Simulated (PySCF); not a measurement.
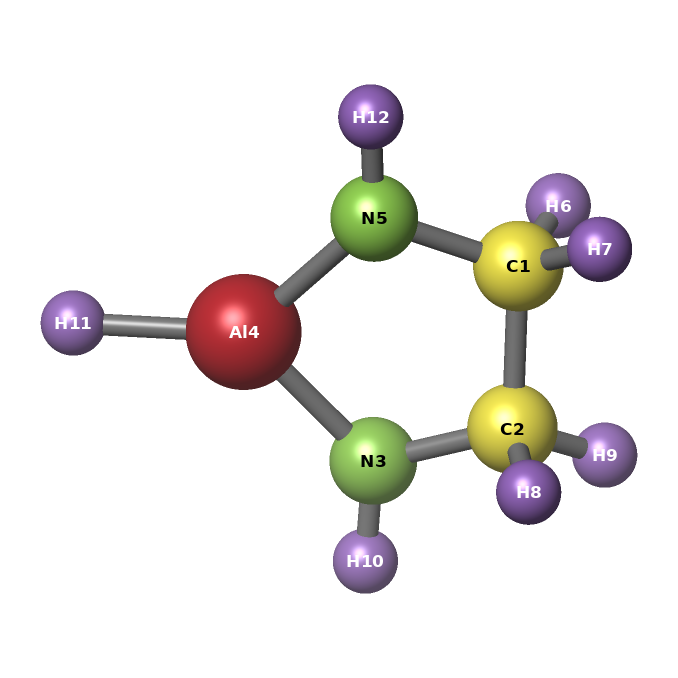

The computed structure is the end point of a PBE0-D3(BJ)/def2-SVP optimisation. No frequency run is at hand to confirm it as a minimum. Level of theory: delta-SCF UKS SCAN, pcX-2 on the ionised atom, pcseg-1 elsewhere, non-relativistic (PySCF 2.14.0).

Give the core-electron binding energies (to vacuum; p and d levels without spin–orbit splitting) of C1 1s, N3 1s, Al4 1s, Al4 2p.

```
atom  level  binding energy (eV)
  C1     1s                291.0
  N3     1s                403.4
 Al4     1s               1563.0
 Al4     2p                 79.9
```
